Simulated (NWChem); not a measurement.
# One shape, several levels: BP2H5O (SMILES OB(P)P)

Aim: a comparison of 4 runs (HF/STO-3G, HF/3-21G, B3LYP/6-31G*) of BP2H5O. 

The results are computed with NWChem 7.3.0.

## 1. Starting point

BP2H5O has 9 atoms, charge 0, and is taken as a singlet. SMILES: `OB(P)P`. The shape is that of a GFN2-xTB optimisation. This is one conformer, not always the lowest.

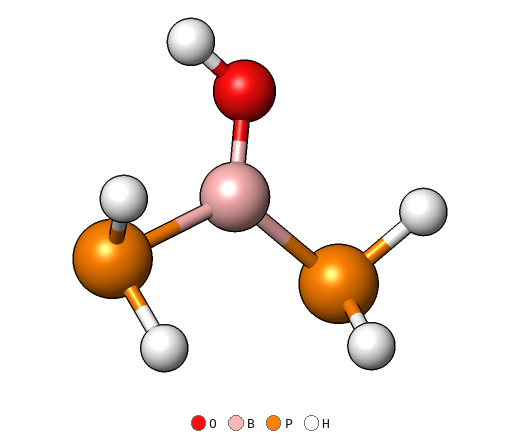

Viewed from a chosen angle; oxygen red, boron pink, phosphorus orange, hydrogen white.

## 2. Energy and gradient at HF/STO-3G (run 1)

mymol.xyz reads:

```xyz
9
BH5OP2 gradient
O     -0.539270     1.137550    -1.099550
B     -0.119010     0.079930    -0.412410
P      1.748660    -0.303270    -0.591160
P     -1.339000    -1.133200     0.458870
H     -1.475300     1.342520    -1.158290
H      2.164230     1.009620    -0.665680
H      2.042660    -0.425790     0.753850
H     -1.977010    -0.176360     1.229080
H     -0.505950    -1.531000     1.485270
```

mymol.nw reads:

```
start mymol
title "BH5OP2 gradient"
memory total 2200 mb

geometry units angstroms noautosym nocenter noautoz
 load mymol.xyz
end

basis spherical bse
 O library STO-3G
 B library STO-3G
 P library STO-3G
 H library STO-3G
end

scf
 thresh 1e-08
 maxiter 80
end

task scf gradient
```

Command:

```
$ nwchem mymol.nw > mymol.out
```

Log:

```text
[...]
  functions       =    33
[...]
  wavefunction    = RHF
[...]
         Total SCF energy =   -775.003506049154
      One-electron energy =  -1458.127389479420
      Two-electron energy =    492.092233785970
 Nuclear repulsion energy =    191.031649644296
        Time for solution =      1.4s
[...]
                         RHF ENERGY GRADIENTS
    atom               coordinates                        gradient
                 x          y          z           x          y          z
   1 O      -1.019073   2.149658  -2.077848   -0.033168  -0.009721   0.009642
   2 B      -0.224896   0.151046  -0.779342    0.004398   0.017783  -0.006469
   3 P       3.304488  -0.573097  -1.117130    0.004495  -0.004005  -0.004052
   4 P      -2.530343  -2.141437   0.867139   -0.006197  -0.008874  -0.001265
   5 H      -2.787913   2.536995  -2.188851    0.029225   0.002237  -0.006136
   6 H       4.089802   1.907905  -1.257953   -0.001151   0.000734   0.000914
   7 H       3.860068  -0.804626   1.424570    0.002079   0.000723   0.001868
   8 H      -3.736007  -0.333272   2.322624    0.000295   0.001239   0.002862
   9 H      -0.956107  -2.893170   2.806753    0.000024  -0.000118   0.002635
[...]
```

Run time: 2.4 s. Hardware: 1 thread of Intel Xeon 6975P-C (Granite Rapids), shared host; peak memory 0.1 GiB.

## 3. Energy and gradient at HF/3-21G (run 2)

bh5op2.nw reads:

```
start bh5op2
title "BH5OP2 gradient"
memory stack 880 mb heap 220 mb global 1100 mb
charge 0

geometry units angstroms noautosym nocenter noautoz
 O    -0.539270    1.137550   -1.099550
 B    -0.119010    0.079930   -0.412410
 P     1.748660   -0.303270   -0.591160
 P    -1.339000   -1.133200    0.458870
 H    -1.475300    1.342520   -1.158290
 H     2.164230    1.009620   -0.665680
 H     2.042660   -0.425790    0.753850
 H    -1.977010   -0.176360    1.229080
 H    -0.505950   -1.531000    1.485270
end

basis "ao basis" spherical bse
 O library 3-21G
 B library 3-21G
 P library 3-21G
 H library 3-21G
end

scf
 thresh 1e-08
 maxiter 80
end

task scf gradient
```

Command:

```
$ nwchem bh5op2.nw > bh5op2.out
```

Log:

```text
[...]
  functions       =    54
[...]
  wavefunction    = RHF
[...]
         Total SCF energy =   -779.904247785132
      One-electron energy =  -1458.544053665126
      Two-electron energy =    487.608156235698
 Nuclear repulsion energy =    191.031649644296
        Time for solution =      1.6s
[...]
                         RHF ENERGY GRADIENTS
    atom               coordinates                        gradient
                 x          y          z           x          y          z
   1 O      -1.019073   2.149658  -2.077848    0.014023  -0.033453   0.019344
   2 B      -0.224896   0.151046  -0.779342   -0.010336   0.029160  -0.005877
   3 P       3.304488  -0.573097  -1.117130   -0.001306   0.011197   0.006958
   4 P      -2.530343  -2.141437   0.867139    0.002468   0.007737   0.008860
   5 H      -2.787913   2.536995  -2.188851    0.005063  -0.004221   0.002066
   6 H       4.089802   1.907905  -1.257953   -0.008831  -0.017612   0.006822
   7 H       3.860068  -0.804626   1.424570   -0.006309   0.007909  -0.017515
   8 H      -3.736007  -0.333272   2.322624    0.015235  -0.011902  -0.008772
   9 H      -0.956107  -2.893170   2.806753   -0.010008   0.011185  -0.011886
[...]
```

Wall time 2.7 s (1 thread of Intel Xeon 6975P-C (Granite Rapids), shared host); peak memory 0.098 GiB.

## 4. Energy and gradient at B3LYP/6-31G(d) (spherical functions) (run 3)

bh5op2.nw reads:

```
start bh5op2
title "BH5OP2 gradient"
memory stack 880 mb heap 220 mb global 1100 mb
charge 0
geometry units angstrom noautosym nocenter noautoz
 O    -0.539270    1.137550   -1.099550
 B    -0.119010    0.079930   -0.412410
 P     1.748660   -0.303270   -0.591160
 P    -1.339000   -1.133200    0.458870
 H    -1.475300    1.342520   -1.158290
 H     2.164230    1.009620   -0.665680
 H     2.042660   -0.425790    0.753850
 H    -1.977010   -0.176360    1.229080
 H    -0.505950   -1.531000    1.485270
end
basis spherical bse
 O library 6-31G*
 B library 6-31G*
 P library 6-31G*
 H library 6-31G*
end
dft
 xc b3lyp
 grid xfine
 convergence energy 1e-08
 iterations 100
 mulliken
 print medium
end
task dft gradient
```

Command:

```
$ nwchem bh5op2.nw > bh5op2.out
```

Log:

```text
[...]
          Wavefunction type:  closed shell.
          No. of atoms     :     9
          No. of electrons :    48
[...]
          Charge           :     0
          Spin multiplicity:     1
[...]
          AO basis - number of functions:    74
[...]
              XC Information
              --------------
                         B3LYP Method XC Potential
                     Hartree-Fock (Exact) Exchange  0.200
                        Slater Exchange Functional  0.800 local
                    Becke 1988 Exchange Functional  0.720 non-local
              Lee-Yang-Parr Correlation Functional  0.810
                  VWN I RPA Correlation Functional  0.190 local
[...]
 d= 0,ls=0.0,diis     1   -785.7400874204 -9.77D+02  1.35D-02  5.46D-01     3.2
[...]
 d= 0,ls=0.0,diis    10   -785.8111986051 -1.86D-09  3.43D-07  8.74D-10    24.5
         Total DFT energy =     -785.811198605062
      One electron energy =    -1464.451950116844
           Coulomb energy =      548.773283824438
    Exchange-Corr. energy =      -61.164181956952
 Nuclear repulsion energy =      191.031649644296
[...]
  wavefunction    = closed shell
                         DFT ENERGY GRADIENTS
    atom               coordinates                        gradient
                 x          y          z           x          y          z
   1 O      -1.019073   2.149658  -2.077848   -0.002402  -0.024162   0.017233
   2 B      -0.224896   0.151046  -0.779342   -0.001447   0.014127  -0.008877
   3 P       3.304488  -0.573097  -1.117130   -0.000512   0.015954   0.013117
   4 P      -2.530343  -2.141437   0.867139    0.005612   0.010357   0.016533
   5 H      -2.787913   2.536995  -2.188851    0.009518   0.002482  -0.003062
   6 H       4.089802   1.907905  -1.257953   -0.006773  -0.018148   0.003775
   7 H       3.860068  -0.804626   1.424570   -0.003938   0.004630  -0.017242
   8 H      -3.736007  -0.333272   2.322624    0.010828  -0.012761  -0.008752
   9 H      -0.956107  -2.893170   2.806753   -0.010885   0.007522  -0.012725
[...]
```

It took 31 s on 1 thread of Intel Xeon 6975P-C (Granite Rapids), shared host; peak memory 0.14 GiB.

## 5. Energy and gradient at B3LYP/6-31G(d) (Cartesian functions) (run 4)

bh5op2.xyz reads:

```xyz
9

O     -0.539270     1.137550    -1.099550
B     -0.119010     0.079930    -0.412410
P      1.748660    -0.303270    -0.591160
P     -1.339000    -1.133200     0.458870
H     -1.475300     1.342520    -1.158290
H      2.164230     1.009620    -0.665680
H      2.042660    -0.425790     0.753850
H     -1.977010    -0.176360     1.229080
H     -0.505950    -1.531000     1.485270
```

bh5op2.nw reads:

```
start bh5op2
memory 2200 mb

geometry units angstroms noautosym nocenter noautoz
load format xyz bh5op2.xyz
end

basis cartesian
* library 6-31G*
end

dft
xc b3lyp
mult 1
grid xfine
convergence energy 1e-08
maxiter 100
mulliken
end

task dft gradient
```

Command:

```
$ nwchem bh5op2.nw > bh5op2.out
```

Log:

```text
[...]
          Wavefunction type:  closed shell.
          No. of atoms     :     9
          No. of electrons :    48
[...]
          Charge           :     0
          Spin multiplicity:     1
[...]
          AO basis - number of functions:    78
[...]
              XC Information
              --------------
                         B3LYP Method XC Potential
                     Hartree-Fock (Exact) Exchange  0.200
                        Slater Exchange Functional  0.800 local
                    Becke 1988 Exchange Functional  0.720 non-local
              Lee-Yang-Parr Correlation Functional  0.810
                  VWN I RPA Correlation Functional  0.190 local
[...]
 d= 0,ls=0.0,diis     1   -785.7442861616 -9.77D+02  1.37D-02  6.99D-01     3.2
[...]
 d= 0,ls=0.0,diis    10   -785.8176972252 -2.57D-09  3.86D-07  1.04D-09    25.9
         Total DFT energy =     -785.817697225214
      One electron energy =    -1464.303226463050
           Coulomb energy =      548.568574177756
    Exchange-Corr. energy =      -61.114694584217
 Nuclear repulsion energy =      191.031649644296
[...]
  wavefunction    = closed shell
                         DFT ENERGY GRADIENTS
    atom               coordinates                        gradient
                 x          y          z           x          y          z
   1 O      -1.019073   2.149658  -2.077848   -0.002557  -0.024168   0.017271
   2 B      -0.224896   0.151046  -0.779342   -0.001365   0.013976  -0.008783
   3 P       3.304488  -0.573097  -1.117130   -0.000537   0.015935   0.013128
   4 P      -2.530343  -2.141437   0.867139    0.005703   0.010419   0.016472
   5 H      -2.787913   2.536995  -2.188851    0.009533   0.002580  -0.003138
   6 H       4.089802   1.907905  -1.257953   -0.006779  -0.018141   0.003776
   7 H       3.860068  -0.804626   1.424570   -0.003951   0.004637  -0.017254
   8 H      -3.736007  -0.333272   2.322624    0.010853  -0.012751  -0.008766
   9 H      -0.956107  -2.893170   2.806753   -0.010901   0.007514  -0.012706
[...]
```

It took 32 s on 1 thread of Intel Xeon 6975P-C (Granite Rapids), shared host; peak memory 0.15 GiB.

## 6. All runs side by side

| run | level | iteration cap | module | energy (Eh) | dipole moment (D) | HOMO energy (eV) | LUMO energy (eV) | wall time |
| --- | --- | --- | --- | --- | --- | --- | --- | --- |
| 1 | HF/STO-3G | 80 | scf | -775.003506 | 1.86 | -6.65 | 8.19 | 2.4 s |
| 2 | HF/3-21G | 80 | scf | -779.904248 | 2.94 | -9.44 | 3.28 | 2.7 s |
| 3 | B3LYP/6-31G* (spherical functions) | 100 | dft | -785.811199 | 2.47 | -6.53 | -0.43 | 31 s |
| 4 | B3LYP/6-31G* (Cartesian functions) | 100 | dft | -785.817697 | 2.47 | -6.53 | -0.43 | 32 s |

## 7. Outcome

| quantity | value |
| --- | --- |
| run 4: total energy | -785.81770 Eh |
| run 4: dipole moment | 2.47 D |
| run 4: HOMO energy | -6.53 eV |
| run 4: LUMO energy | -0.43 eV |
| run 4: HOMO–LUMO gap | 6.10 eV |
| run 4: largest force on an atom | 1.533 eV/Å |

**Reading.** The dipole moment (its size) runs from 1.86 D (HF/STO-3G) to 2.94 D (HF/3-21G). The HOMO–LUMO gap runs from 6.10 eV (B3LYP/6-31G*) to 14.85 eV (HF/STO-3G). The two ends differ in method and basis. In run 1 the basis is minimal, so the values are rough. All runs together took 68 s, the longest 32 s.
